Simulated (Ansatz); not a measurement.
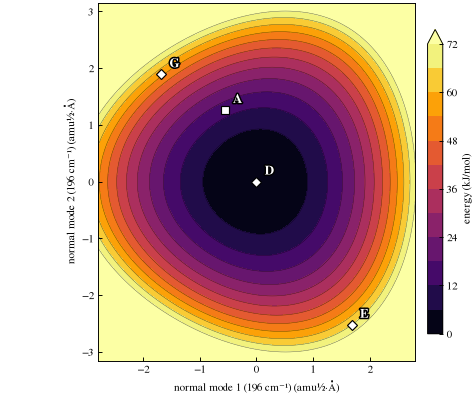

BrF3Si, SMILES F[Si](F)(F)Br. First axis: normal mode 1 (196 cm⁻¹). Second axis: normal mode 2 (196 cm⁻¹). Nothing is relaxed (straight displacements along the two mass-weighted modes). The grid has 11 × 11 points. Energies: kJ/mol, counted from the lowest grid point. These are results of RKS BHLYP-D4/def2-SVP in Ansatz 0.2.0, not measurements.

Drawn: filled contours, one colour for all values above the top of the scale, lettered points. Between grid points the surface is interpolated.

**Is A the lowest point of the computed grid?**

No. A lies 15 kJ/mol above the lowest grid point, which is at normal mode 1 (196 cm⁻¹) = 0.00 amu½·Å, normal mode 2 (196 cm⁻¹) = 0.00 amu½·Å.

**What kind of point is each of A, D, E, G: minimum, saddle, maximum or slope?**

A: on a slope; D: minimum; E: on a slope; G: on a slope. (In these two coordinates alone; a stationary point may lie a little off the grid point.)
